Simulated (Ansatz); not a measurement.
Effect of P → Os on InP

Consider InP in the zinc blende structure (space group F-43m, No. 216; a = 5.907 Å).

Modification: Os takes the place of P on all its sites, then cell and atoms are relaxed.

Method: r2SCAN (Ansatz, a first-principles code), without spin-orbit coupling. Γ-centred 13×13×13 mesh, Fermi–Dirac width 0.05 eV, for the changed cell.

The density rises by 4.58 g/cm³, from 4.70 g/cm³ to 9.28 g/cm³ and the lattice parameter a goes up by 0.115 Å (5.907 Å → 6.022 Å). The space group remains F-43m (No. 216) and the shortest interatomic distance increases by 0.050 Å, from 2.558 Å to 2.608 Å. The band gap changes from 1.03 eV to zero.

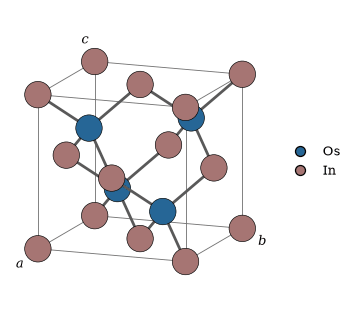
*The relaxed conventional cell after the change*

Stability against distortions was not tested. As relaxed here, InOs is a hypothetical phase, not in the database extracts checked. All final runs are without spin polarisation. An odd electron count without spin: InOs. InOs has a high density of states at the Fermi level and may be magnetic at this level.
